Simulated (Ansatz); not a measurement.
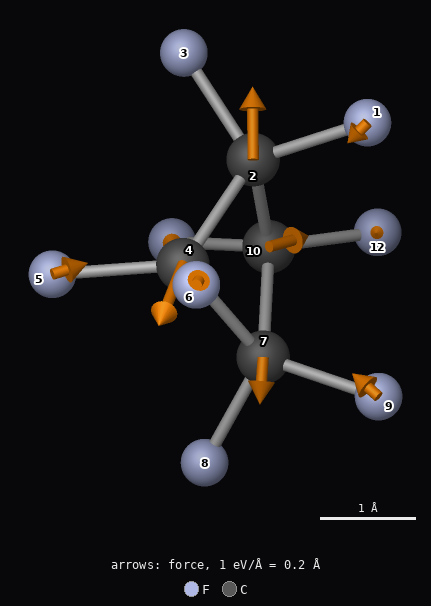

Starting geometry of C₄F₈ (coarse preliminary run) with the computed forces as orange arrows. Style: ball-and-stick. Shown from a free direction.

The start comes from a force field.

Theory: Ansatz 0.2.0, RKS PBE-D4/def2-SVP. Settings: force threshold 0.03 eV/Å; at most 200 steps.

### What follows when this structure is relaxed?

It isn't relaxed: the largest force vector, on a C atom, is 5.42 eV/Å. The final displacements have little in common with the starting forces (cosine between the two patterns 0.21). Over 4 geometry steps the energy falls by 16.4 kcal/mol. The largest force component goes from 4.6 to 0.018 eV/Å. The largest move after the best rigid fit is that of an F atom, 0.34 Å. By element the largest moves are F 0.34 Å, C 0.14 Å. Near-neighbour distances that change, for instance: C–C 1.479 → 1.575 Å, C–C 1.523 → 1.575 Å, C–F 1.390 → 1.341 Å, C–C 1.544 → 1.575 Å. Among the angles between lasting bonds that change: F–C–F 104.0° → 110.7°, C–C–F 118.6° → 112.0°, F–C–C 118.1° → 112.0°.
